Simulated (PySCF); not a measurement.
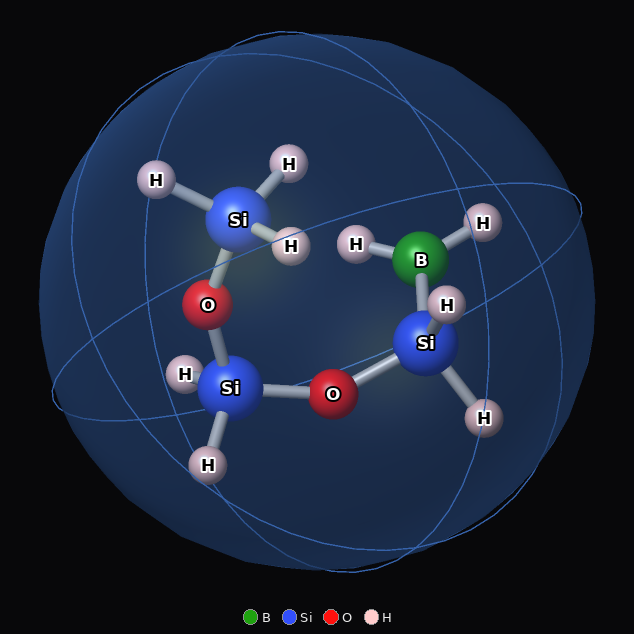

The ellipsoid shows the static dipole polarisability: its half-axes are proportional to the principal values. The geometry was computed by an optimisation with GFN2-xTB. No frequency run is at hand to confirm it as a minimum. Level of theory: CAM-B3LYP/def2-SVPD (PySCF 2.14.0).

### Give the principal values, the mean and the anisotropy.

Principal values 89.2, 92.4, 98.6 bohr³; mean 93.4 bohr³ (13.84 Å³); anisotropy 8.3 bohr³, so the longest axis is 1.11 times the shortest.

The geometry is semi-empirical. Around B, Si such bond lengths and angles can be off by a tenth of an ångström or more and by several degrees, and values that hang on the shape move with them.
